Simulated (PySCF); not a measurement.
CH4BNSi, SMILES B[SiH2]C#N at its PBE/def2-SVP optimised geometry (Å):

```
8

B      1.0320    -1.2117     0.0000
Si    -0.9941    -1.2117     0.0000
C     -1.3639     0.6233     0.0000
N     -1.5329     1.7859     0.0028
H      1.6641    -1.3182     1.0312
H      1.6319    -1.0451    -1.0427
H     -1.6641    -1.7859     1.2158
H     -1.6296    -1.7796    -1.2387
```

Method: PBE/def2-TZVP (PySCF). Cells within 0.4 Å of a nucleus heavier than hydrogen are left out (blank, or x).

Map of the Laplacian of the electron density (e/bohr⁵), clipped to [-1.50, 1.50] on the plane z = 0.0 Å:

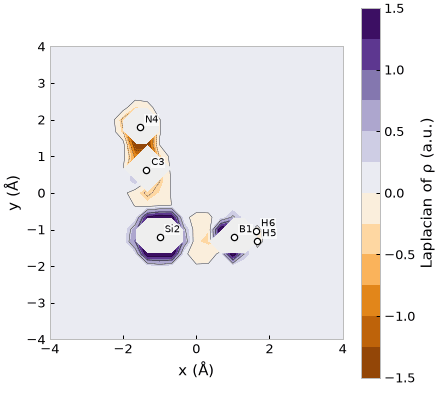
*Laplacian of the electron density (e/bohr⁵), clipped to [-1.50, 1.50] on the plane z = 0.0 Å.*
